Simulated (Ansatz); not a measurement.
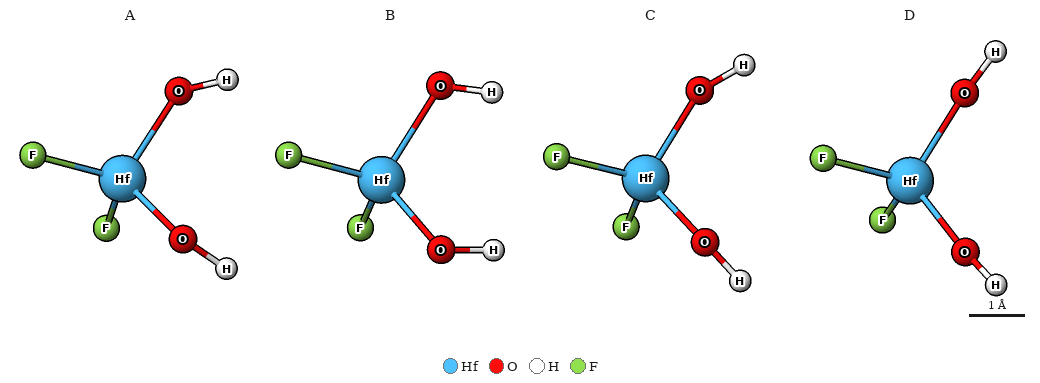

4 geometries from one relaxation of HfH2O2F2, in shuffled order. Style: ball-and-stick. Shown at a tilt.

The run prepares the start of a later molecular dynamics calculation, from a guessed geometry.

Level of theory: Ansatz 0.2.0, RKS PBE0-D4/def2-SVP. Settings: no spin polarisation; force threshold 0.02 eV/Å; at most 40 steps.

**Order the frames from highest to lowest energy.**

B, A, C, D. They are steps 0, 2, 4, 7, at +0.963 eV, +0.327 eV, +0.083 eV relative to the last. After 7 geometry steps the energy has fallen by 0.963 eV. Largest force component: 2.7 eV/Å at the start, 0.0056 eV/Å at the end. The largest moves after the best rigid fit, 0.89 Å, are those of H atoms. By element the largest moves are H 0.89 Å, F 0.28 Å, O 0.27 Å, Hf 0.16 Å. Some distances before and after: Hf–O 2.069 → 1.915 Å, F–Hf 1.980 → 1.921 Å, H–O 1.010 → 0.954 Å. Bond angles that change, for instance: Hf–O–H 109.5° → 175.5°, Hf–O–H 109.5° → 174.7°, O–Hf–O 109.5° → 111.5°. Cost: 25 s on 2 threads of Arm Neoverse V2 (shared host), peak memory 0.2 GiB.
